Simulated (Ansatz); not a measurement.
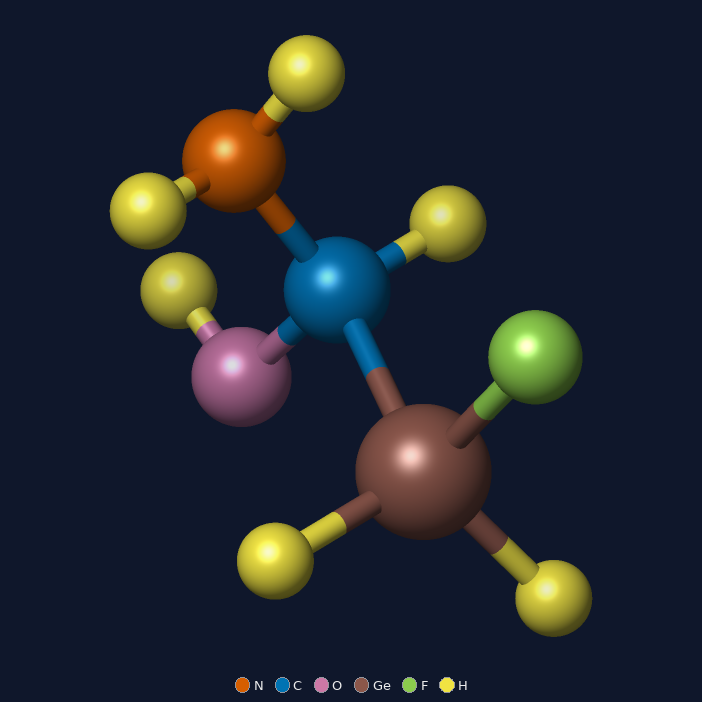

Ball-and-stick drawing of a structure. Every bond is drawn as one stick, whatever its order.

The geometry was computed by an optimisation with PBE0-D4/def2-TZVP. No frequency run is at hand to confirm it as a minimum.

Count the atoms of each element.

Answer. CH6FGeNO, 11 atoms: 1 carbon, 6 hydrogen, 1 fluorine, 1 germanium, 1 nitrogen and 1 oxygen.

How many bonds of each kind are drawn?

Answer. 2 N–H, 2 Ge–H, 1 C–N, 1 C–O, 1 C–Ge, 1 F–Ge, 1 C–H, 1 O–H.

What is its SMILES?

Answer. N[C@H](O)[GeH2][F]

The parts below concern this one geometry. Atoms keep their numbers from picture to picture.

**Geometry**

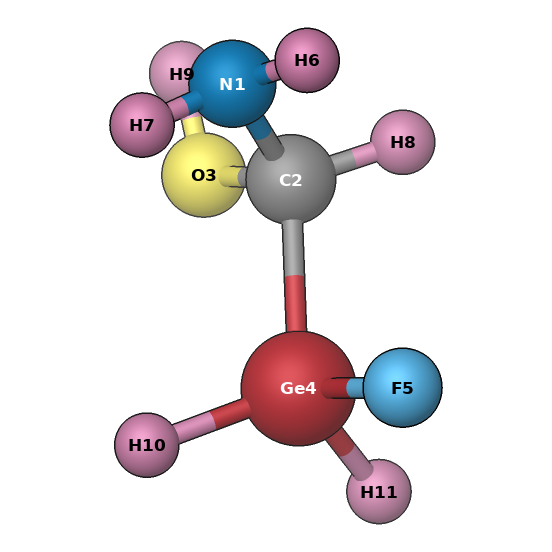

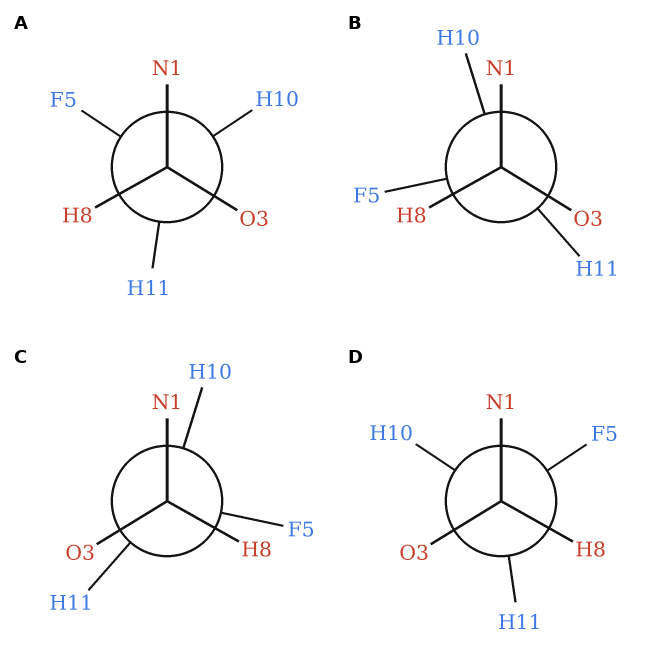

Atoms fade into the background with distance from the viewer. Bonds that would overlap in a projection are set slightly apart. No frequency run is at hand to confirm it as a minimum.

Which Newman projection shows the view along C2–Ge4, with C2 in front?

Answer. A. The torsion angle O3–C2–Ge4–F5 is −178°, antiperiplanar (anti).

**Dipole moment**

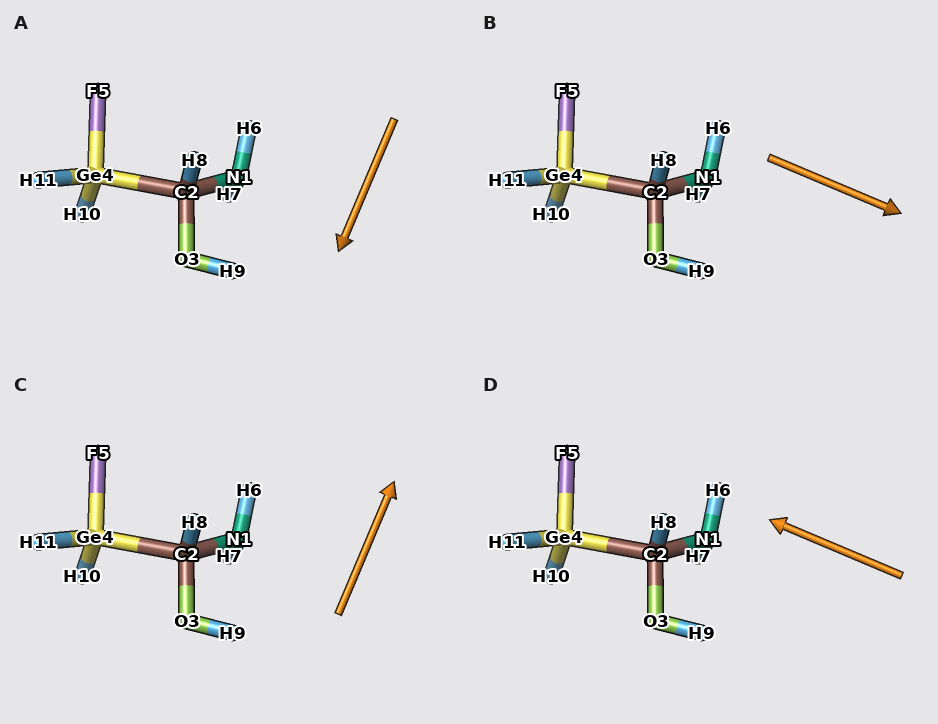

The same molecule four times, each with an arrow. No frequency run is at hand to confirm it as a minimum. Method: RKS PBE-D4/def2-TZVPP (Ansatz 0.2.0).

Which arrow points along the dipole moment, from the negative to the positive end?

Answer. B. The dipole moment is 1.54 D; it points from the side of H11 to the side of H9 (the outermost atoms at the two ends).

**Charges**

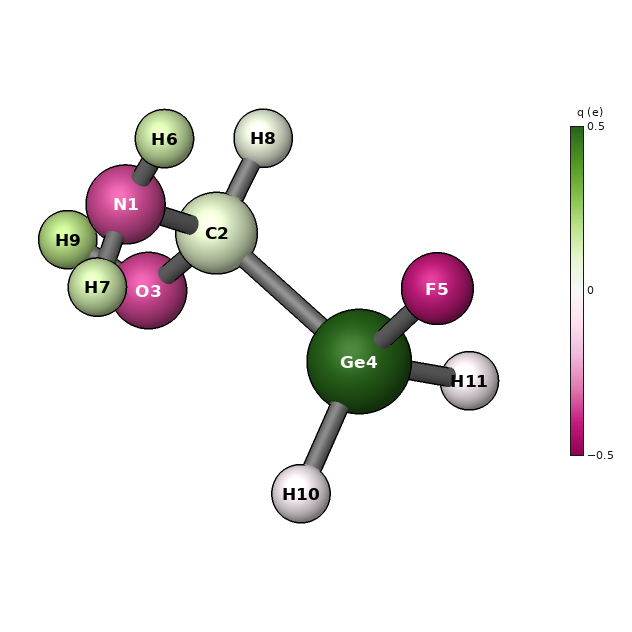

Atoms are coloured by their Mulliken charges. No frequency run is at hand to confirm it as a minimum. Level of theory: RKS r2SCAN-D4/def2-TZVPP (Ansatz 0.2.0).

List the Mulliken charges.

```json
{"atom": "N1", "value (e)": "−0.34"}
{"atom": "C2", "value (e)": "0.11"}
{"atom": "O3", "value (e)": "−0.35"}
{"atom": "Ge4", "value (e)": "0.50"}
{"atom": "F5", "value (e)": "−0.41"}
{"atom": "H6", "value (e)": "0.16"}
{"atom": "H7", "value (e)": "0.15"}
{"atom": "H8", "value (e)": "0.06"}
{"atom": "H9", "value (e)": "0.20"}
{"atom": "H10", "value (e)": "−0.04"}
{"atom": "H11", "value (e)": "−0.03"}
```

**Levels of theory compared**

No frequency run is at hand to confirm it as a minimum. Program: Ansatz 0.2.0.

Tabulate HOMO–LUMO gap (eV) at these levels: B3LYP-D4/def2-TZVPP; PBE-D4/def2-TZVPP; PBE0-D4/def2-TZVPP; r2SCAN-D4/def2-TZVPP; ωB97M-V/def2-TZVPP; ωB97X-V/def2-TZVPP.

```tsv
level	HOMO–LUMO gap (eV)
B3LYP-D4/def2-TZVPP	6.85
PBE-D4/def2-TZVPP	5.09
PBE0-D4/def2-TZVPP	7.32
r2SCAN-D4/def2-TZVPP	5.69
ωB97M-V/def2-TZVPP	11.39
ωB97X-V/def2-TZVPP	11.74
```

Mulliken values depend strongly on the basis set and can even reverse the polarity of a bond.
